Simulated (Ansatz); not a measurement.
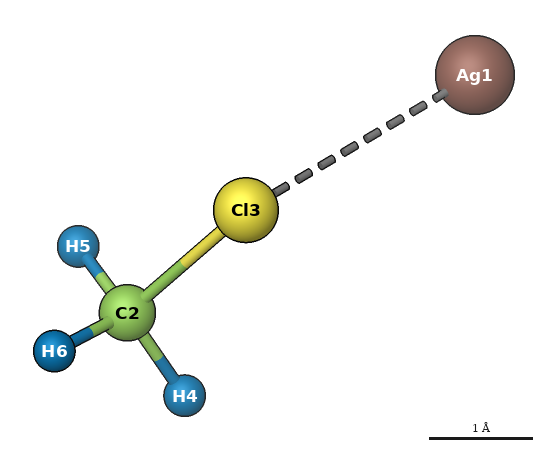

Two molecules or ions; the broken line marks their closest contact (measured against van der Waals radii). Charge +1, singlet. Geometry: a pair of rigid molecules at a changed separation. Program: Ansatz 0.2.0.

### Which two species are they?

Ag and CH3Cl (`CCl.[Ag+]`).

### How long is the contact?

Ag1···Cl3 is 3.02 Å.

Give the counterpoise-corrected interaction energy (kcal/mol, monomers kept as in the pair) with RHF-CCSD(T) (frozen core)/def2-TZVPPD; ωB97M-V/def2-TZVPPD.

```csv
level,interaction energy (kcal/mol)
RHF-CCSD(T) (frozen core)/def2-TZVPPD,−18.8
ωB97M-V/def2-TZVPPD,−21.0
```
